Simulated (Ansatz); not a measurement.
Band structure of BaNiS2 (P4/nmm, 8 atoms in the cell).

```
BaNiS2
1.0
    4.32851     0.00000     0.00000
    0.00000     4.32851     0.00000
    0.00000     0.00000     8.78504
Ba Ni S
2 2 4
Direct
  0.00000   0.50000   0.19784
  0.50000   0.00000   0.80216
  0.50000   0.00000   0.41493
  0.00000   0.50000   0.58507
  0.50000   0.50000   0.50000
  0.00000   0.00000   0.50000
  0.50000   0.00000   0.15764
  0.00000   0.50000   0.84236
```

Level of theory: LDA (PW92), PAW files made with PBE (plane waves; Ansatz, a quantum-chemistry and plane-wave program).

Settings: basis.ecutwfc = 420 eV; kpoints.mp_grid.grid = 6 6 3; hamiltonian.xc = lda; hamiltonian.pseudopotentials = {kind: paw} (an earlier, softer set of the program's PAW files); scf.occupations.method = fermi_dirac; scf.occupations.width = 0.05 eV; kpoints.band_path.npoints = 8.

The starting cell comes from a database of computed structures (which also holds hypothetical and non-ambient phases and stackings), without a prior relaxation at this level. Its lattice was rescaled by a random factor within 2.5 % of one. Spin polarisation is off, so a magnetic state, if there is one, cannot be reached.

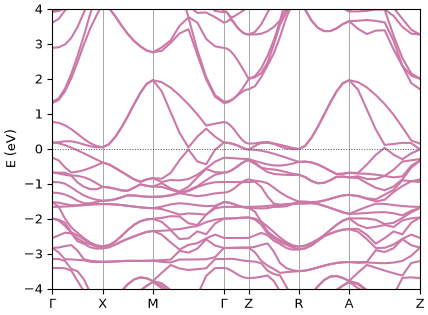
Figure: Bands along the path, energies from the Fermi level.

Levels in eV from the Fermi level, bands 37 to 44:
```
point     37     38     39     40     41     42    43    44
-----  -----  -----  -----  -----  -----  -----  ----  ----
Γ      -0.68  -0.68  -0.26   0.17   0.17   0.76  1.31  1.34
X      -1.09  -1.09  -0.40  -0.40   0.04   0.04  4.14  4.14
M      -1.08  -1.08  -0.84  -0.84   1.96   1.96  2.76  2.76
Z      -0.33  -0.33  -0.29  -0.02  -0.02   0.15  1.70  1.99
R      -0.74  -0.74  -0.38  -0.38  -0.01  -0.01  4.31  4.31
A      -0.82  -0.82  -0.69  -0.69   1.96   1.96  3.65  3.65
```

Bands cross the Fermi level along this path, so the cell is metallic at this level.

Keys are those of Ansatz 0.2.
